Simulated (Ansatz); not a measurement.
Input file:

```
crystal:
  periodic: [false, false, false]
  atoms:
    - {symbol: C, position_ang: [-1.560985, 4.772568, -1.206038]}
    - {symbol: C, position_ang: [-1.179013, 3.325157, -1.063676]}
    - {symbol: C, position_ang: [-1.718502, 2.360925, -1.946274]}
    - {symbol: C, position_ang: [-1.389743, 1.014272, -1.848750]}
    - {symbol: C, position_ang: [-0.497804, 0.583955, -0.849957]}
    - {symbol: C, position_ang: [0.040245, 1.553770, 0.032256]}
    - {symbol: C, position_ang: [-0.291054, 2.909036, -0.066097]}
    - {symbol: C, position_ang: [0.878986, -0.749488, 0.539543]}
    - {symbol: C, position_ang: [1.465908, -1.962443, 0.985265]}
    - {symbol: C, position_ang: [2.369135, -2.067891, 2.071528]}
    - {symbol: C, position_ang: [2.888627, -3.297847, 2.430612]}
    - {symbol: C, position_ang: [2.524192, -4.463678, 1.717253]}
    - {symbol: C, position_ang: [1.644452, -4.387319, 0.653661]}
    - {symbol: C, position_ang: [1.090533, -3.143920, 0.255308]}
    - {symbol: C, position_ang: [-0.290942, -1.983981, -1.179068]}
    - {symbol: C, position_ang: [-0.006503, -0.741541, -0.547379]}
    - {symbol: "N", position_ang: [0.226523, -3.129830, -0.803615]}
    - {symbol: S, position_ang: [1.130791, 0.843139, 1.211692]}
    - {symbol: H, position_ang: [-1.074930, 5.397714, -0.443482]}
    - {symbol: H, position_ang: [-1.275606, 5.162549, -2.197242]}
    - {symbol: H, position_ang: [-2.651334, 4.906682, -1.111510]}
    - {symbol: H, position_ang: [-2.413645, 2.688637, -2.725844]}
    - {symbol: H, position_ang: [-1.822629, 0.290800, -2.545527]}
    - {symbol: H, position_ang: [0.137751, 3.638505, 0.627360]}
    - {symbol: H, position_ang: [2.650685, -1.164507, 2.622204]}
    - {symbol: H, position_ang: [3.585506, -3.370800, 3.270328]}
    - {symbol: H, position_ang: [2.942457, -5.430327, 2.012386]}
    - {symbol: H, position_ang: [1.345293, -5.271357, 0.085041]}
    - {symbol: H, position_ang: [-0.981380, -2.007906, -2.033927]}
basis:
  gaussian: {orbitals: def2-SVP}
hamiltonian: {xc: pbe0}
output: {forces: true, orbitals: {seedname: orbitals}}
```

Launched as:

```sh
ansatz run input.yaml --threads 8 --pin off --max-ram 20880MiB --events-out events.jsonl --progress --plain --runs-dir runs
```

Geometry: r2SCAN-D4/def2-SVP.

Computed with isolated molecule in a Gaussian basis; Kohn-Sham density functional theory, functional PBE0 (Ansatz).

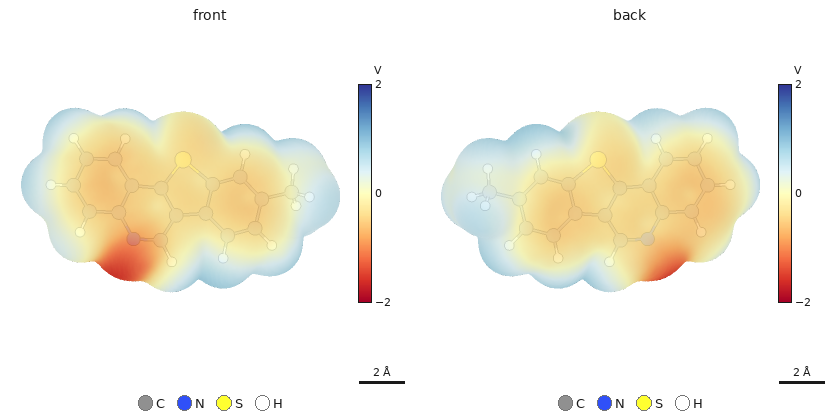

C₁₆H₁₁NS. The electrostatic potential painted on the density surface at 0.001 e/bohr³, seen from the front and from behind; the colour scale runs from red (negative) to blue (positive).

Which sites attract a positive test charge, and which a negative one?

A positive charge is drawn to the negative regions and a negative charge to the positive ones. The most negative region (about −1.5 V, or −35 kcal/mol for a unit charge) lies over N17, the most positive (about +0.8 V, or +18 kcal/mol for a unit charge) over H23, H24 and H29. N17 is the likeliest acceptor of a hydrogen bond.
